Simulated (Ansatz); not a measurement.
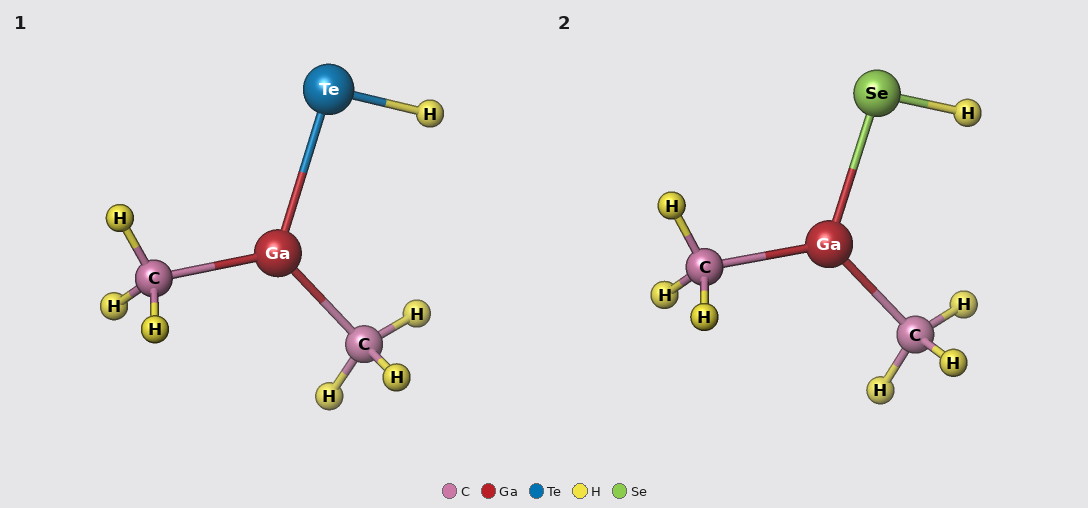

2 molecules with one skeleton, seen from the same side and at one scale. Each species is neutral and a spin singlet. Computed geometries: PBE0-D4/def2-TZVP optimisations, one conformation each. Properties computed with Ansatz 0.2.0. Elements past Kr carry core potentials.

One atom differs, called X below: Te in panel 1, Se in panel 2. Their formulas are C2H7GaTe (`[CH3][Ga]([CH3])[TeH]`), C2H7GaSe (`[CH3][Ga]([CH3])[SeH]`).

Question: In which is the HOMO–LUMO gap larger (PBE0-D4/def2-TZVPP)?

Answer: In panel 2 (X = Se).

Question: In which is the HOMO energy (Kohn–Sham orbital) higher (PBE0-D4/def2-TZVPP)?

Answer: In panel 1 (X = Te).

Give the values. With PBE0-D4/def2-TZVP: length of X–Ga (Å), length of X–H (Å), angle Ga–X–H (°). With PBE0-D4/def2-TZVPP: HOMO energy (Kohn–Sham orbital) (eV), HOMO–LUMO gap (eV). With PBE-D4/def2-TZVPP: dipole moment (D).

```json
{"quantity": "length of X–Ga (Å)", "1 (Te)": "2.537", "2 (Se)": "2.343", "2 − 1": "−0.194"}
{"quantity": "length of X–H (Å)", "1 (Te)": "1.658", "2 (Se)": "1.468", "2 − 1": "−0.190"}
{"quantity": "angle Ga–X–H (°)", "1 (Te)": "92.5", "2 (Se)": "93.8", "2 − 1": "+1.3"}
{"quantity": "HOMO energy (Kohn–Sham orbital) (eV)", "1 (Te)": "−6.46", "2 (Se)": "−6.96", "2 − 1": "−0.50"}
{"quantity": "HOMO–LUMO gap (eV)", "1 (Te)": "5.59", "2 (Se)": "6.25", "2 − 1": "+0.66"}
{"quantity": "dipole moment (D)", "1 (Te)": "1.61", "2 (Se)": "1.80", "2 − 1": "+0.19"}
```
